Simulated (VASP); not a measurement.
Band structure of MnF2 (space group P4_2/mnm). Method: PBE GGA, VASP's PBE PAW potentials (set 64) (plane waves; VASP).

The moments were started parallel, and other spin orders were not tried in this run.

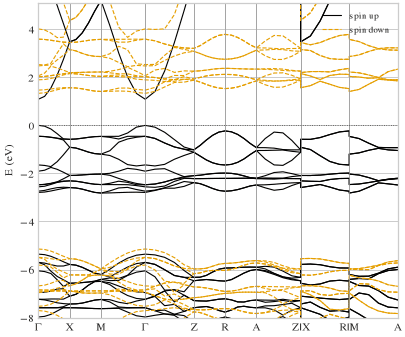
Figure: Bands along high-symmetry lines, zero at the valence-band maximum or, without a gap, the Fermi level

Question: Read the plot: is there a gap, and where are the band edges?

Answer: The gap is direct, 1.09 eV, from the valence maximum at Γ to the conduction minimum at Γ.

The structure was generated: MnF2 was put into an ordered model structure, which need not be its known phase. The cell was not relaxed at this level. The k-mesh is coarse (spacing up to 0.44 per Å, 2π included), so the numbers may not be converged in it.
